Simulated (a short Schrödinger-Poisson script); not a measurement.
System: MOS inversion layer, SiO2 on p-type GaAs, at 300 K.

```tsv
layer	material	thickness (nm)	Na (cm⁻³)
1	SiO2	2	-
2	GaAs	950	6.8e16
```

The device is made up for the run: typed textbook-type constants, with dimensions and the other settings drawn at random. SiO2: permittivity 3.9, conduction-band edge (eV) 3.17, gap (eV) 9, electron mass (mₑ) 0.5. GaAs: permittivity 12.9, conduction-band edge (eV) 0, gap (eV) 1.424, Nv at 300 K (cm⁻³) 9e18.

Channel valleys (confinement mass, in-plane density-of-states mass, number): Γ 0.067, 0.067, 1. At the gate the conduction-band edge of layer 1 lies 3.74 eV − eVg above the Fermi level of the channel; the field vanishes at the back. Gaps are held at their typed values at every temperature. Mesh 0.03 nm at interfaces.

Solved with a short Schrödinger-Poisson script written for these runs: 1D Poisson equation in equilibrium, electrons quantum, Hartree (BenDaniel-Duke, 12 states a valley, the channel's in-plane mass for all, wave functions free to enter the dielectric), parabolic valleys, classical holes, full ionisation, no traps, pinning or gate leakage.

Only gate voltages with over 1e8 electrons/cm² are shown.

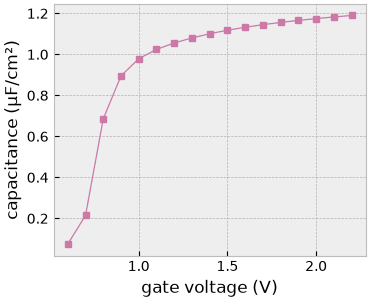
Figure: Quasi-static capacitance against gate voltage

```
Vg (V)  electrons (cm⁻²)  C (μF/cm²)  Γ E0 (meV)  Γ E1 (meV)
------  ----------------  ----------  ----------  ----------
0.6               9.94e8      0.0745       171.3       257.8
0.8              2.90e11       0.685        19.3       112.5
1                1.36e12       0.978       -41.7        62.7
1.2              2.63e12        1.06       -85.9        31.5
1.4              3.97e12        1.10      -125.9         6.6
1.6              5.36e12        1.13      -163.7       -14.3
1.8              6.78e12        1.16      -200.3       -33.0
2                8.24e12        1.17      -236.1       -50.3
2.2              9.71e12        1.19      -271.5       -67.0
```

Subbands count from the Fermi level.

Above a few 1e12 electrons/cm² a light Γ valley is non-parabolic and upper valleys begin to fill, which the model leaves out.
